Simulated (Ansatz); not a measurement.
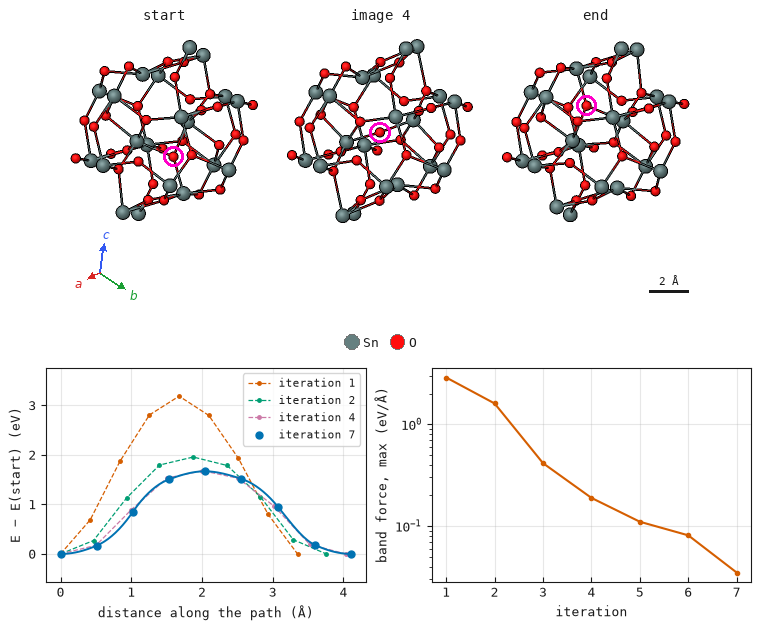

NEB run on SnO2 with an O vacancy (23 atoms in the cell, charge -2). Images are numbered from 0 (start) to 8 (end). The plot follows the band through its iterations. A ball-and-stick model of the atoms within 5.1 Å of the middle of the path, seen slightly off an axis. The moving atom is ringed, with any periodic copies. Bonds to atoms that aren't drawn are left out.

All numbers below come from DFT r2SCAN, scalar-relativistic, plane waves, PAW in Ansatz 0.2.0. Set-up: plane-wave cutoff 500 eV; k-point mesh 2 × 2 × 2; Gaussian smearing 0.05 eV; 7 movable images; climbing image; force threshold 0.05 eV/Å; iteration limit 19; starting path by image-dependent pair potential.

Q: Judge this run.

A: The run is converged, with reservations. The band converged in 7 iterations. The largest component of the band force went from 2.9 to 0.035 eV/Å. The climbing image converged on the top of the path. Its curvatures weren't checked. The first iteration put the highest image at 3.19 eV. The barrier is about 1.67 eV in both directions, with image 4 at the top; the ends have the same energy.

Limits of the set-up: the periodic images lie only 7.1 Å apart, so the values are limited by the cell's size; the cell is charged, on a uniform background, and energies carry no finite-size correction.

PAW datasets: the set soft_1.
